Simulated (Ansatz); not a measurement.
**triplet H3NO: levels of theory compared**

We compute a comparison of 6 runs (U-r2SCAN/def2-TZVPP, UBLYP/def2-TZVPP, UPBE0/def2-TZVPP, RPA@PBE/def2-TZVPP, RPA@PBE0/def2-TZVPP, UCCSD(T)/def2-TZVPP) of triplet H3NO. 

Program for the calculation: Ansatz 0.2.0.

54 further runs of the same task are left out: 54 set aside as unsound or not needed.

### 1 The structure to begin with

H3NO: 5 atoms, total charge 0, spin state triplet. As SMILES of the parent species, `NO`. The shape is that of a PBE0-D4/def2-TZVP optimisation. This is one conformer, not always the lowest. That shape belongs to the parent species and isn't relaxed for this state.

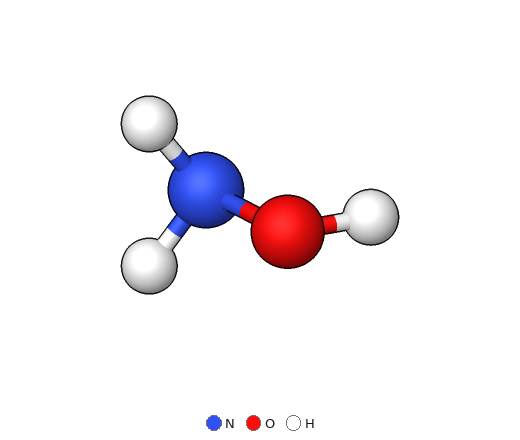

The structure, seen from a chosen angle (nitrogen blue, oxygen red, hydrogen white).

### 2 The energy at U-r2SCAN/def2-TZVPP (run 1)

Input file in.yaml:

```yaml
crystal:
  periodic: [false, false, false]
  atoms:
    - symbol: N
      position_ang: [-0.165120, -0.361290, -0.321170]
    - symbol: O
      position_ang: [0.364460, 0.666040, 0.508060]
    - symbol: H
      position_ang: [-0.162690, -1.190020, 0.266770]
    - symbol: H
      position_ang: [-1.141650, -0.109840, -0.446210]
    - symbol: H
      position_ang: [1.105010, 0.995100, -0.007440]
basis:
  gaussian:
    orbitals: def2-TZVPP
output: {orbitals: {seedname: orbitals}}
magnetization:
  spin_polarized: true
  initial_magnetization: 2
accuracy: high
hamiltonian:
  xc: {name: r2SCAN}
```

On the command line:

```sh
ansatz run in.yaml --threads 1 --pin off --max-ram 3480MiB --events-out events.jsonl --progress --plain --runs-dir runs
```

Standard output:

```text
Warning: RAYON_NUM_THREADS=1 ignored (pool sized by the plan → 1); use --threads N
Functional definition: r2SCAN
  name "r2SCAN"
  parameter k0 = 0.174
  parameter k1 = 0.065
  parameter a1 = 4.9479
  exchange = r2scan_x(k0 = k0, k1 = k1, a1 = a1)
  correlation = r2scan_c
1821 factors; integrals over basis functions are off by at most 3.5e-9 eV
mean field evaluation 1: about -3571.3903 eV, gradient 4.0e1 eV
mean field evaluation 2: about -3547.7820 eV, gradient 8.3e1 eV
mean field evaluation 4: about -3577.2630 eV, gradient 7.7e0 eV
mean field evaluation 8: about -3577.5489 eV, gradient 4.1e-1 eV
mean field evaluation 16: about -3577.5597 eV, gradient 1.3e-1 eV
mean field evaluation 32: about -3577.5585 eV, gradient 3.6e-7 eV
mean field evaluation 64: about -3577.4765 eV, gradient 4.5e0 eV
mean field -3577.55853930 eV, -131.4728513630 hartree, gradient 5.0e-8 eV, S^2 2.007132; 7 other end points of the search recorded, 0 dependent functions left out
reference -3577.55854110 eV, -131.4728514292 hartree; 10, 8 occupied and 94, 96 virtual orbitals, 1821 factors
Total energy: -3577.55854110 eV, -131.4728514292 hartree
```

Run time: 27 s. Hardware: 1 thread of Arm Neoverse V2, shared host; peak memory 0.34 GiB.

### 3 The energy at UBLYP/def2-TZVPP (run 2)

Input file in.yaml:

```yaml
crystal:
  periodic: [false, false, false]
  atoms:
    - {symbol: "N", position_ang: [-0.165120, -0.361290, -0.321170]}
    - {symbol: O, position_ang: [0.364460, 0.666040, 0.508060]}
    - {symbol: H, position_ang: [-0.162690, -1.190020, 0.266770]}
    - {symbol: H, position_ang: [-1.141650, -0.109840, -0.446210]}
    - {symbol: H, position_ang: [1.105010, 0.995100, -0.007440]}
basis:
  gaussian:
    orbitals: def2-TZVPP
magnetization:
  spin_polarized: true
  initial_magnetization: 2
hamiltonian:
  xc: {name: BLYP}
accuracy: high
output: {orbitals: {seedname: orbitals}}
```

On the command line:

```sh
ansatz run in.yaml --threads 1 --pin off --max-ram 3480MiB --events-out events.jsonl --progress --plain --runs-dir runs
```

Standard output:

```text
Warning: RAYON_NUM_THREADS=1 ignored (pool sized by the plan → 1); use --threads N
Functional definition: BLYP
  name "BLYP"
  parameter beta = 0.0042
  parameter a = 0.04918
  parameter b = 0.132
  parameter c = 0.2533
  parameter d = 0.349
  exchange = b88_x(beta = beta)
  correlation = lyp_c(a = a, b = b, c = c, d = d)
1821 factors; integrals over basis functions are off by at most 3.5e-9 eV
mean field evaluation 1: about -3570.5661 eV, gradient 4.7e1 eV
mean field evaluation 2: about -3533.1285 eV, gradient 1.0e2 eV
mean field evaluation 4: about -3570.5765 eV, gradient 4.1e1 eV
mean field evaluation 8: about -3578.1912 eV, gradient 9.3e0 eV
mean field evaluation 16: about -3578.7852 eV, gradient 2.6e0 eV
mean field evaluation 32: about -3575.3858 eV, gradient 2.6e1 eV
mean field evaluation 64: about -3576.4373 eV, gradient 5.8e0 eV
mean field -3578.84833996 eV, -131.5202506630 hartree, gradient 7.5e-8 eV, S^2 2.002969; 8 other end points of the search recorded, 0 dependent functions left out
reference -3578.84838712 eV, -131.5202523961 hartree; 10, 8 occupied and 94, 96 virtual orbitals, 1821 factors
Total energy: -3578.84838712 eV, -131.5202523961 hartree
```

Wall time 13 s (1 thread of Arm Neoverse V2, shared host); peak memory 0.27 GiB.

Run 3 isn't shown in full; the table further down has it.

### 4 The energy at RPA@PBE/def2-TZVPP (run 4)

Input file in.yaml:

```yaml
crystal:
  periodic: [false, false, false]
  atoms:
    - symbol: N
      position_ang: [-0.165120, -0.361290, -0.321170]
    - symbol: O
      position_ang: [0.364460, 0.666040, 0.508060]
    - symbol: H
      position_ang: [-0.162690, -1.190020, 0.266770]
    - symbol: H
      position_ang: [-1.141650, -0.109840, -0.446210]
    - symbol: H
      position_ang: [1.105010, 0.995100, -0.007440]
basis:
  gaussian:
    orbitals: def2-TZVPP
magnetization:
  spin_polarized: true
  initial_magnetization: 2
hamiltonian:
  xc: {name: PBE}
correlation:
  method: rpa
  frozen_orbitals: {H: 0, "N": 1, O: 1}
accuracy: high
```

On the command line:

```sh
ansatz run in.yaml --threads 1 --pin off --max-ram 3480MiB --events-out events.jsonl --progress --plain --runs-dir runs
```

Standard output, cut to the lines that bear on the results:

```text
Warning: RAYON_NUM_THREADS=1 ignored (pool sized by the plan → 1); use --threads N
Functional definition: PBE
  name "PBE"
[...]
1821 factors; integrals over basis functions are off by at most 3.5e-9 eV
[...]
mean field -3575.63639491 eV, -131.4022138597 hartree, gradient 4.6e-8 eV, S^2 2.002890; 18 other end points of the search recorded, 0 dependent functions left out
2 core orbitals not correlated: weight in the atoms' cores, before any rotation towards them, 1.000 or more for the frozen orbitals, at most 0.000 for the correlated occupied ones
reference -3558.42946954 eV, -130.7698710154 hartree; 8, 6 occupied and 94, 96 virtual orbitals, 1821 factors
Total energy: -3578.68027075 eV, -131.5140742336 hartree
```

Run time: 26 s. Hardware: 1 thread of Arm Neoverse V2, shared host; peak memory 0.51 GiB.

Run 5 isn't shown in full; the table further down has it.

### 5 The energy at UCCSD(T)/def2-TZVPP (run 6)

Input file job.yaml:

```yaml
crystal:
  periodic: [false, false, false]
  atoms:
    - {symbol: "N", position_ang: [-0.165120, -0.361290, -0.321170]}
    - {symbol: O, position_ang: [0.364460, 0.666040, 0.508060]}
    - {symbol: H, position_ang: [-0.162690, -1.190020, 0.266770]}
    - {symbol: H, position_ang: [-1.141650, -0.109840, -0.446210]}
    - {symbol: H, position_ang: [1.105010, 0.995100, -0.007440]}
basis:
  gaussian:
    orbitals: def2-TZVPP
magnetization:
  spin_polarized: true
  initial_magnetization: 2
correlation:
  method: ccsd_t
  frozen_orbitals: {H: 0, "N": 1, O: 1}
accuracy: high
scf:
  omitted_lower_state_checks: [cluster_reference, increment]
```

On the command line:

```sh
ansatz run job.yaml --threads 1 --pin off --max-ram 3480MiB --events-out events.jsonl --progress --plain --runs-dir runs
```

Standard output:

```text
Warning: RAYON_NUM_THREADS=1 ignored (pool sized by the plan → 1); use --threads N
[... 17 lines left out ...]
2 core orbitals not correlated: weight in the atoms' cores, before any rotation towards them, 1.000 or more for the frozen orbitals, at most 0.000 for the correlated occupied ones
[... 46 lines left out ...]
Total energy: -3572.48577202 eV, -131.2864306038 hartree
Checks for a lower state left out: cluster_reference, increment
```

Run time: 86 s. Hardware: 1 thread of Arm Neoverse V2, shared host; peak memory 1.7 GiB.

### 6 The series

```
run                level  frozen core orbitals  energy (Eh)   ⟨S²⟩  wall time
  1  U-r2SCAN/def2-TZVPP                     –  -131.472851  2.007       27 s
  2     UBLYP/def2-TZVPP                     –  -131.520252  2.003       13 s
  3     UPBE0/def2-TZVPP                     –  -131.391424  2.006       15 s
  4   RPA@PBE/def2-TZVPP                     2  -131.514074  2.003       26 s
  5  RPA@PBE0/def2-TZVPP                     2  -131.456854  2.006       28 s
  6  UCCSD(T)/def2-TZVPP                     2  -131.286431  2.009       86 s
```

### 7 Summary of results

| quantity | value |
| --- | --- |
| run 6: total energy | -131.28643 Eh |
| run 6: correlation energy (2 core orbitals frozen) | -472.2 mEh |
| run 6: (T) correction | -17.64 mEh |
| run 6: ⟨S²⟩ of the reference determinant | 2.009 |
| run 6: T1 diagnostic | 0.033 |

Totals of different functionals can't be ranked against each other. All runs together took 3.2 min, the longest 86 s.
